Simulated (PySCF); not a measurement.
## Geometry relaxation of Al₂Cl₄O

- system: Al₂Cl₄O ([(Cl)2Al]2O)
- method: PBE0-D3(BJ)/def2-SVP geometry optimisation, gas phase (PySCF 2.14.0)

It belongs to a series of runs on one base structure; here: Cl, O.

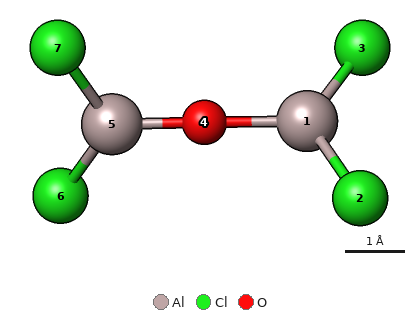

*The starting structure (ball-and-stick view, seen at a tilt; atoms are numbered from 1 in the order of the input). Sticks mark near contacts.*

Bond lengths as drawn: Al–Cl 1.94 to 2.11 Å and Al–O 1.59 to 1.77 Å.

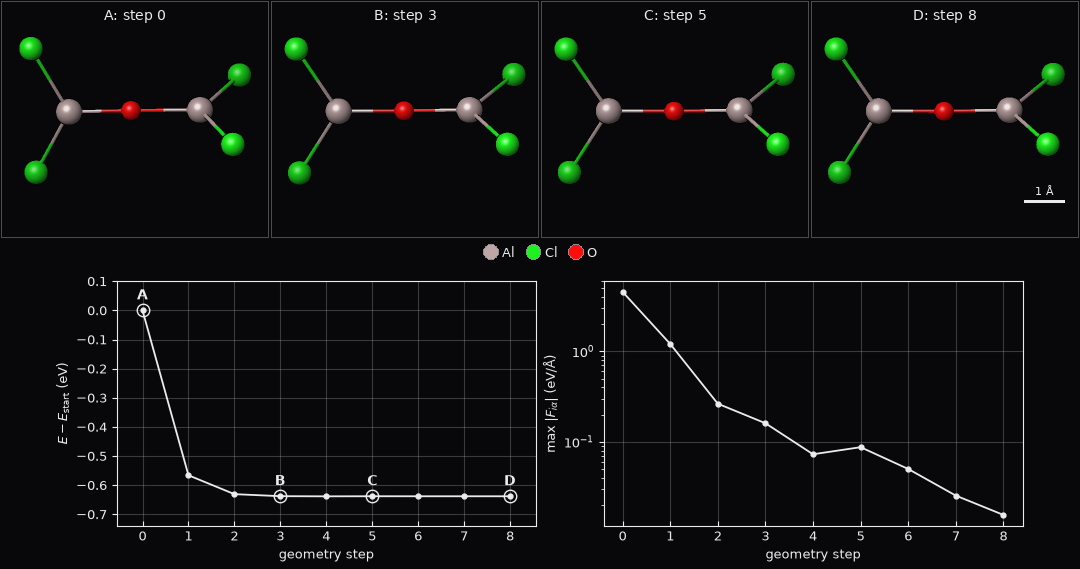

*Frames of the relaxation (ball-and-stick view, seen on its broad side) above the curves, on which the letters mark them (steps are counted from 0).*

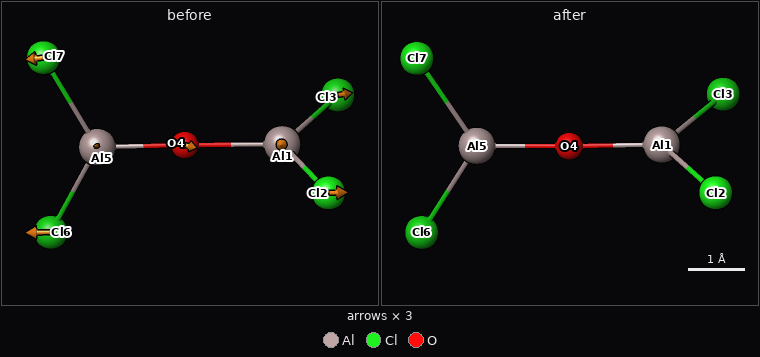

*Before (left) and after (right) the relaxation, at one scale (ball-and-stick view, seen on its broad side). The orange arrows give the displacements, magnified 3 times.*

The atom that moves furthest after the best rigid fit is Cl6 (0.17 Å). Largest moves by element: Cl 0.17 Å, O 0.09 Å, Al 0.09 Å. Among the contacts that change: Al1–Cl3 1.936 → 2.079 Å, O4–Al5 1.589 → 1.679 Å, Al5–Cl6 1.988 → 2.078 Å, Al1–O4 1.768 → 1.680 Å. Among the angles that change: Cl6–Al5–Cl7 126.6° → 119.7°, Cl2–Al1–O4 114.3° → 120.5°, Cl2–Al1–Cl3 125.0° → 119.4°. Over 8 geometry steps the energy falls by 0.638 eV. The largest force component goes from 4.5 to 0.016 eV/Å. (Atoms are counted from 1 in the order of the input.)

The input that produced these results follows, with the program's output.

### Input file
```
{"job": {"xc": "PBE0", "basis": "def2-SVP", "d3": "d3bj", "grid": 1, "maxiter": 40, "shake": 0.03, "kind": "geom"}, "charge": 0, "multiplicity": 1}
Al    -1.339060    -0.936040     0.394620
Cl    -3.089780    -0.380000    -0.645870
Cl    -1.259650    -2.263100     1.802680
O      0.091470     0.012640    -0.027490
Al     1.389900     0.839450    -0.421060
Cl     2.543100     0.091930    -1.857680
Cl     1.755880     2.533110     0.686250
```

The first line tells a small driver script what to run in PySCF; the rest is the geometry in Å.

Run as:
```bash
OMP_NUM_THREADS=1 python <driver script> task.json out
```

### The program's output
```
step   0  E = -2399.58116538  max force = 0.088463
step   1  E = -2399.60196143  max force = 0.023528
step   2  E = -2399.60434213  max force = 0.005138
step   3  E = -2399.60459785  max force = 0.003127
step   4  E = -2399.60461835  max force = 0.001420
step   5  E = -2399.60460658  max force = 0.001699
step   6  E = -2399.60460983  max force = 0.000976
step   7  E = -2399.60460987  max force = 0.000497
step   8  E = -2399.60461012  max force = 0.000304
optimisation converged
```

### Trajectory as extended XYZ (Å, eV, eV/Å), 9 frames, from step=0 to step=8
```
7
Properties=species:S:1:pos:R:3:forces:R:3 step=0 energy=-65295.92938
Al   -1.3391   -0.9360    0.3946    1.1209   3.8668  -3.2069
Cl   -3.0898   -0.3800   -0.6459    0.3384  -0.2891   0.2761
Cl   -1.2596   -2.2631    1.8027    0.0502  -2.4128   2.4379
O     0.0915    0.0126   -0.0275   -4.5489  -3.0373   1.3717
Al    1.3899    0.8395   -0.4211    1.2549   1.8838   0.5434
Cl    2.5431    0.0919   -1.8577    1.4767  -0.5777  -1.5822
Cl    1.7559    2.5331    0.6863    0.3077   0.5663   0.1600
7
Properties=species:S:1:pos:R:3:forces:R:3 step=1 energy=-65296.49527
Al   -1.3616   -0.8824    0.4107    0.2065   1.2099  -1.1498
Cl   -3.1172   -0.4179   -0.6243    0.0852  -0.0929   0.0897
Cl   -1.3593   -2.3190    1.8287    0.0219  -0.8213   0.8471
O     0.0408   -0.0222   -0.0076   -0.8391  -0.7848   0.2347
Al    1.4221    0.8013   -0.4181    0.0334   0.5618   0.3152
Cl    2.6907    0.1919   -1.9108    0.3480  -0.1774  -0.3399
Cl    1.7765    2.5464    0.6527    0.1441   0.1048   0.0030
7
Properties=species:S:1:pos:R:3:forces:R:3 step=2 energy=-65296.56005
Al   -1.3684   -0.8707    0.3679   -0.2642   0.1474  -0.2503
Cl   -3.1385   -0.4698   -0.6512    0.0019  -0.0301  -0.0086
Cl   -1.3547   -2.3336    1.8180    0.0247  -0.2290   0.2486
O     0.0103   -0.0059   -0.0161    0.2245   0.0854  -0.0502
Al    1.4072    0.8486   -0.3953   -0.0556   0.0582   0.1825
Cl    2.6870    0.1505   -1.8711    0.0844   0.0209  -0.0440
Cl    1.8490    2.5789    0.6793   -0.0157  -0.0527  -0.0780
7
Properties=species:S:1:pos:R:3:forces:R:3 step=3 energy=-65296.56701
Al   -1.3785   -0.8803    0.3451   -0.0746   0.0476  -0.0507
Cl   -3.1479   -0.4890   -0.6757    0.0095  -0.0220  -0.0221
Cl   -1.3635   -2.3429    1.8169    0.0154  -0.0355   0.0368
O     0.0103   -0.0122   -0.0218    0.1608   0.0384  -0.0457
Al    1.4148    0.8482   -0.3737   -0.0963  -0.0183   0.0583
Cl    2.7225    0.1878   -1.8510   -0.0032   0.0190   0.0512
Cl    1.8341    2.5864    0.6917   -0.0116  -0.0292  -0.0279
7
Properties=species:S:1:pos:R:3:forces:R:3 step=4 energy=-65296.56756
Al   -1.3863   -0.8853    0.3195    0.0314  -0.0472   0.0532
Cl   -3.1469   -0.5133   -0.7207    0.0123  -0.0116  -0.0141
Cl   -1.3605   -2.3554    1.7960   -0.0098   0.0730  -0.0715
O     0.0077   -0.0126   -0.0278    0.0615   0.0156  -0.0282
Al    1.4125    0.8572   -0.3484   -0.0492  -0.0531  -0.0145
Cl    2.7513    0.2132   -1.8073   -0.0351   0.0146   0.0687
Cl    1.8140    2.5941    0.7202   -0.0111   0.0087   0.0063
7
Properties=species:S:1:pos:R:3:forces:R:3 step=5 energy=-65296.56724
Al   -1.3864   -0.8926    0.2958    0.0528  -0.0666   0.0868
Cl   -3.1394   -0.5300   -0.7586    0.0070  -0.0041  -0.0173
Cl   -1.3644   -2.3625    1.7743   -0.0130   0.0846  -0.0874
O     0.0089   -0.0144   -0.0333   -0.0253  -0.0164  -0.0106
Al    1.4103    0.8648   -0.3271    0.0082  -0.0252  -0.0357
Cl    2.7720    0.2314   -1.7670   -0.0217   0.0031   0.0445
Cl    1.7909    2.6013    0.7473   -0.0080   0.0247   0.0198
7
Properties=species:S:1:pos:R:3:forces:R:3 step=6 energy=-65296.56733
Al   -1.3844   -0.8942    0.2923    0.0270  -0.0426   0.0502
Cl   -3.1346   -0.5320   -0.7671    0.0045  -0.0040  -0.0159
Cl   -1.3661   -2.3629    1.7676   -0.0102   0.0458  -0.0468
O     0.0099   -0.0151   -0.0338   -0.0343  -0.0178  -0.0040
Al    1.4093    0.8666   -0.3230    0.0197   0.0022  -0.0192
Cl    2.7730    0.2323   -1.7583    0.0007  -0.0006   0.0230
Cl    1.7848    2.6033    0.7536   -0.0074   0.0170   0.0127
7
Properties=species:S:1:pos:R:3:forces:R:3 step=7 energy=-65296.56733
Al   -1.3833   -0.8946    0.2933    0.0093  -0.0250   0.0255
Cl   -3.1333   -0.5312   -0.7663    0.0033  -0.0045  -0.0162
Cl   -1.3666   -2.3621    1.7669   -0.0077   0.0204  -0.0205
O     0.0102   -0.0156   -0.0338   -0.0194  -0.0092  -0.0044
Al    1.4092    0.8666   -0.3235    0.0136   0.0100  -0.0076
Cl    2.7715    0.2313   -1.7587    0.0091  -0.0015   0.0160
Cl    1.7842    2.6037    0.7536   -0.0082   0.0098   0.0072
7
Properties=species:S:1:pos:R:3:forces:R:3 step=8 energy=-65296.56734
Al   -1.3831   -0.8950    0.2938    0.0062  -0.0139   0.0131
Cl   -3.1330   -0.5309   -0.7659    0.0033  -0.0051  -0.0156
Cl   -1.3672   -2.3619    1.7667   -0.0064   0.0101  -0.0096
O     0.0103   -0.0161   -0.0342   -0.0089  -0.0040  -0.0057
Al    1.4092    0.8666   -0.3241    0.0047   0.0078  -0.0016
Cl    2.7721    0.2316   -1.7588    0.0095  -0.0017   0.0148
Cl    1.7836    2.6037    0.7538   -0.0084   0.0069   0.0046
```

### Key numbers

```tsv
quantity	value
outcome	converged
total energy	−2399.604610 hartree
dipole moment	0.03 D
point group	D2
hardware	1 CPU thread, shared host
wall time	55 s
peak memory	0.54 GiB
```
